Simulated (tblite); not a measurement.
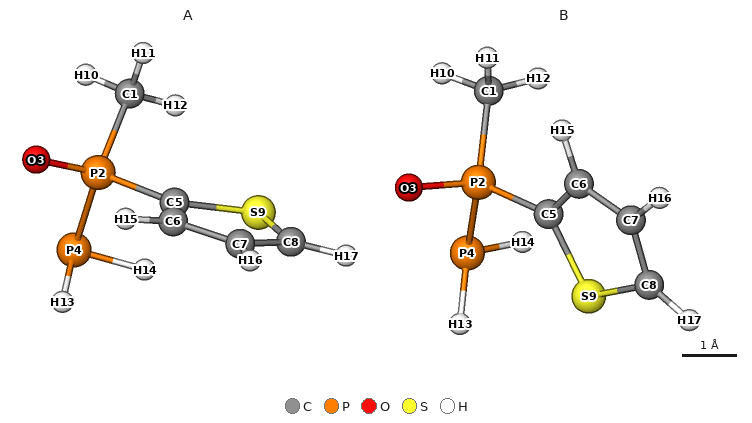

Two geometries of C5H8OP2S, drawn at one scale. One is the start of a relaxation, the other its converged end. The picture is a ball-and-stick view, seen from a free direction.

Level of theory: tblite 0.8.0, GFN2-xTB geometry optimisation, gas phase. 

> Which of the two is the end point?

Structure A is the relaxed one. H15 moves most after the best rigid fit: 2.07 Å. Largest moves by element: H 2.07 Å, S 1.86 Å, C 0.97 Å, O 0.56 Å, P 0.40 Å. Among the contacts that change: C8–S9 1.851 → 1.717 Å, C6–C7 1.351 → 1.410 Å, P2–O3 1.517 → 1.468 Å, C1–H10 1.136 → 1.089 Å. Among the angles between lasting bonds that change: H13–P4–H14 115.0° → 93.2°, P2–P4–H13 109.5° → 90.1°, P2–P4–H14 111.9° → 94.3°. Groups turn about P2–C5 by about 80°. Over 159 geometry steps the energy falls by 158.7 kJ/mol.
